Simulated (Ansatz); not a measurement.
# Fields on a plane of InP (zinc blende)

```yaml
crystal:
  lattice:
    - [0.00000, 2.97990, 2.97990]
    - [2.97990, 0.00000, 2.97990]
    - [2.97990, 2.97990, 0.00000]
  atoms:
    - { symbol: P, position: [0.75000, 0.75000, 0.75000] }
    - { symbol: In, position: [0.00000, 0.00000, 0.00000] }
```

The slice is a {111} plane (indices of the conventional cell) through the point (0.000, 0.000, 0.000) (fractional), spanned by u = [100] and v = [-1 2 0] in vectors of this cell: u (4.21 Å) and v (7.30 Å, at 90° to u). It covers one period; positions are fractions (u, v).

Atoms on it: In at (0.00, 0.00); In at (0.50, 0.50). Other atoms lie within 1 Å of the plane.

These are PBE (plane waves to 420 eV, PAW, scalar-relativistic; Ansatz, a first-principles code) values and carry that method's errors. k mesh 10×10×10. These are valence fields of a PAW run, semicore shells included where kept as valence: close to a nucleus they are smooth pseudo fields. InP was relaxed with its symmetry unable to fall. The PAW data are Ansatz's earlier set.

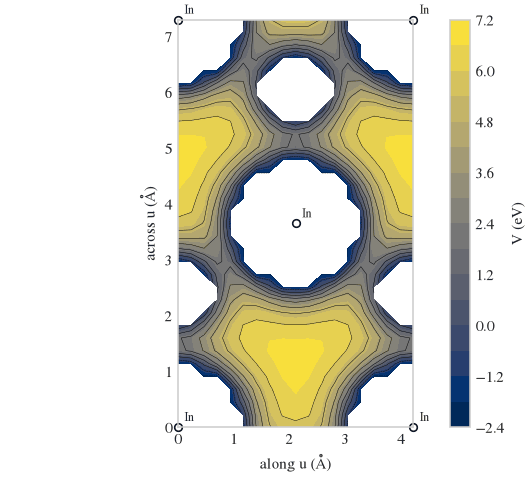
*Electrostatic potential energy of an electron, from the cell's mean, in eV, one period of the plane, atoms marked. Points within 1 Å of a nucleus are left white, as the pseudised field means little there. Values under -2 eV are set to -2. The zero, the cell's mean, hangs on the PAW cores.*

```
v \ u  0.00  0.11  0.22  0.33  0.44  0.56  0.67  0.78  0.89
-----  ----  ----  ----  ----  ----  ----  ----  ----  ----
0.88   0.27  0.23  0.39  0.80  0.78  0.78  0.80  0.39  0.23
0.75   0.08  0.14  0.42  0.69  0.80  0.80  0.69  0.42  0.14
0.62   0.03  0.07  0.20  0.22  0.23  0.23  0.22  0.20  0.07
0.50   0.50  0.45  0.22  0.19     x     x  0.19  0.22  0.45
0.38   0.76  0.81  0.67  0.23  0.26  0.26  0.23  0.67  0.81
0.25   0.82  0.77  0.58  0.25  0.09  0.09  0.25  0.58  0.77
0.12   0.22  0.22  0.22  0.13  0.04  0.04  0.13  0.22  0.22
0.00      x     x  0.24  0.34  0.49  0.49  0.34  0.24     x
```

Values: electron localisation function (ELF). Points within 0.5 Å of a nucleus are blanked (x), as the pseudised field means little there.
